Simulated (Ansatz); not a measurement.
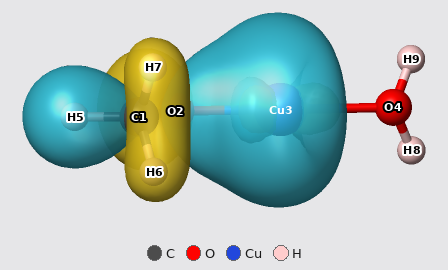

*CH5CuO2 (SMILES C[O][Cu-][OH2+]). The HOMO−1 at ±0.08 Å⁻³ᐟ² (yellow and cyan are the two phases), seen at a tilt.*

Geometry: PBE0-D4/def2-TZVP.

All numbers below come from Ansatz 0.2.0, RKS PBE0-D4/def2-TZVPP.

The calculation's input:

```
crystal:
  periodic: [false, false, false]
  atoms:
    - {symbol: C, position_ang: [-0.359864, 1.928507, 0.146645]}
    - {symbol: O, position_ang: [-0.257895, 0.889974, -0.766883]}
    - {symbol: Cu, position_ang: [0.120007, -0.777252, -0.276647]}
    - {symbol: O, position_ang: [0.523809, -2.630359, 0.119660]}
    - {symbol: H, position_ang: [-0.602002, 2.860705, -0.387941]}
    - {symbol: H, position_ang: [-1.155232, 1.783729, 0.898159]}
    - {symbol: H, position_ang: [0.571742, 2.122084, 0.706111]}
    - {symbol: H, position_ang: [-0.176414, -3.237261, -0.143449]}
    - {symbol: H, position_ang: [1.335848, -2.940128, -0.295656]}
basis:
  gaussian: {orbitals: def2-TZVPP}
hamiltonian: {xc: pbe0, dispersion: d4}
output: {orbitals: {seedname: orbitals}}
```

Launched as:

```sh
ansatz run in.yaml --threads 4 --pin off --events-out ev --progress --plain --max-ram 10444MiB
```

> Where does this orbital lie, and at what energy?

Its weight (Hirshfeld) is mainly on Cu3 (about 45 %), O2 (about 35 %) and C1 (about 10 %). Its energy is −5.67 eV.
